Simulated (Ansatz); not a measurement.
```xyz
7

Si    0.0050   -0.0079    0.0633
N     0.0877   -0.1666    1.7883
H    -0.7716   -0.3203    2.3081
H     0.6969    0.4577    2.3092
H     1.4002   -0.0375   -0.4678
H    -0.6409    1.2397   -0.4735
H    -0.7759   -1.1651   -0.4662
```

Method: RKS r2SCAN-D4/def2-SVP in Ansatz.

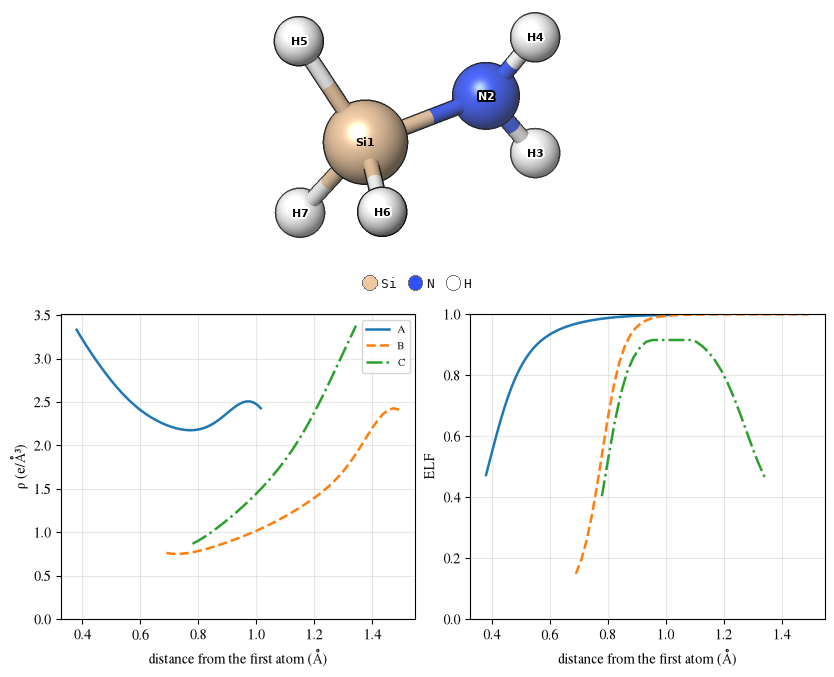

H5NSi. Electron density and ELF along straight lines between neighbouring atoms. The curves leave out the atomic cores. The structure is drawn too.

Which curve belongs to which contact (N–H, Si–H and Si–N)? The first atom named is at distance zero.

Answer. Curve A: N–H (1.02 Å): ρ is about 2.7 e/Å³ halfway; the ELF climbs to about 1 towards the hydrogen, as it does in any bond to H; an ordinary covalent bond to hydrogen. Curve B: Si–H (1.49 Å): the density is about 0.75 e/Å³ at the midpoint; the ELF climbs to about 1 towards the hydrogen. Curve C: Si–N (1.73 Å): the density is about 1.1 e/Å³ at the midpoint; the ELF peaks at about 0.90 between the atoms; a shared but strongly polarised pair.
